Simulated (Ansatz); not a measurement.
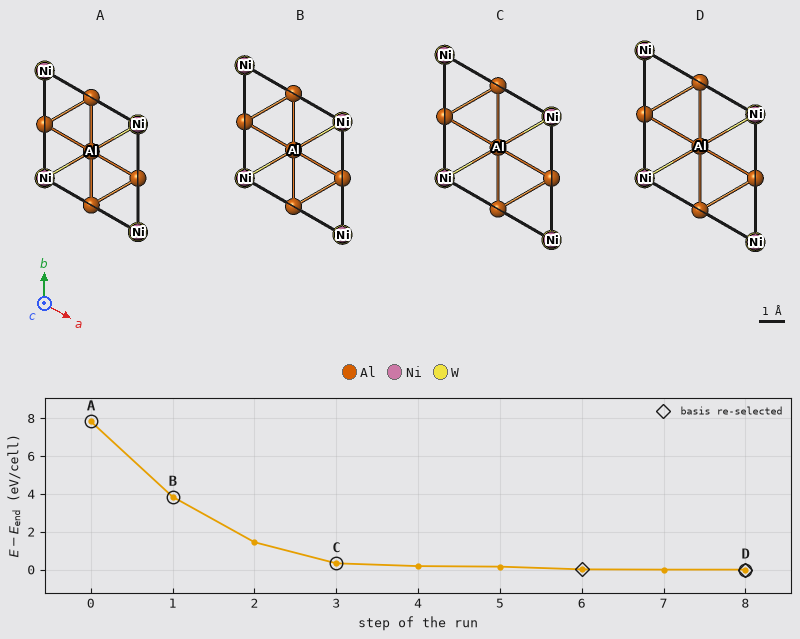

Frames of a relaxation of crystalline Al3NiW (a generated structure, set up in P6/mmm) (coarse preliminary run), marked on the history of the run. The picture is a ball-and-stick view of the cell of the calculation, seen along the c axis.

Level of theory: DFT PBE, scalar-relativistic, plane waves, PAW in Ansatz. Set-up: plane-wave cutoff 420 eV; k-point mesh 6 × 6 × 4; occupations gaussian; smearing width 0.1 eV; collinear spin; cell and atoms relaxed; force threshold 0.04 eV/Å; at most 70 steps.

Q: What happens along the run?

A: The atoms keep their places relative to the cell (all moves are under 0.005 Å). The drawn cell changes as follows: a = b 4.470 → 5.306 Å (+18.7 %), c 4.817 → 4.571 Å (−5.1 %); the volume changes by +33.7 %. Among the contacts that change: Al–W 2.235 → 2.653 Å, Al–Al 2.235 → 2.653 Å, Ni–W 2.409 → 2.285 Å. The space group stays P6/mmm (No. 191). The energy falls by 7.831 eV per cell of the calculation in 6 accepted moves (8 points after the start). All forces vanish by symmetry, so only the cell relaxes. The pressure goes from 61.39 to 0.17 GPa. The SCF was repeated twice at an unchanged geometry on a basis and grid sized afresh for the cell, which shifted the energy by 0.144 eV per cell of the calculation at most. The program noted that the starting moments weren't kept. The run took 2.6 min on 1 thread of Arm Neoverse N1 (shared host), peak memory 0.45 GiB. From step 0 to 1: volume +9.2 %, energy −3.985 eV per cell of the calculation. From step 1 to 3: volume +14.9 %, energy −3.513 eV per cell of the calculation. From step 3 to 8: volume +6.6 %, energy −0.333 eV per cell of the calculation.

| step | E − E(0), meV/atom | pressure, GPa | volume, Å³/atom | note |
| --- | --- | --- | --- | --- |
| 0 | 0.00 | 61.39 | 16.673 |  |
| 1 | -796.95 | 36.22 | 18.205 |  |
| 2 | -1276.60 | 18.17 | 19.650 |  |
| 3 | -1499.56 | 6.36 | 20.910 |  |
| 4 | -1529.02 | -1.88 | 22.474 |  |
| 5 | -1534.67 | 0.04 | 21.896 |  |
| 6 | -1563.37 | 1.80 | 21.896 | same geometry, new basis |
| 7 | -1566.05 | 0.18 | 22.288 |  |
| 8 | -1566.15 | 0.17 | 22.288 | same geometry, new basis |
